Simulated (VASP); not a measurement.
Energy against volume of MgS (rock salt). Calculation: PBE GGA with D4 dispersion, VASP's PBE PAW potentials (set 64) (plane waves; VASP).

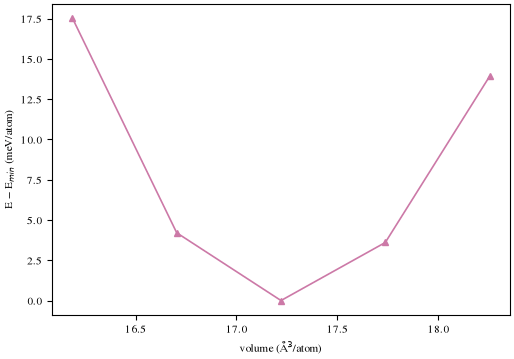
Energy against volume

Question: Estimate the equilibrium volume and the bulk modulus.

Answer: The minimum lies near 17.2 Å³/atom, and the curvature gives B0 of about 80 GPa.

Measured: bulk modulus 81.0 GPa at 0 K (computed value off by -0.6 %), a 5.188 Å at 0 K (computed value off by -0.4 %), as given by Tamar Goldzak et al., The Journal of Chemical Physics (2022), arXiv:2208.04865 [corrected for zero-point motion].

The compound is MgS in the rock salt structure. It was relaxed first.
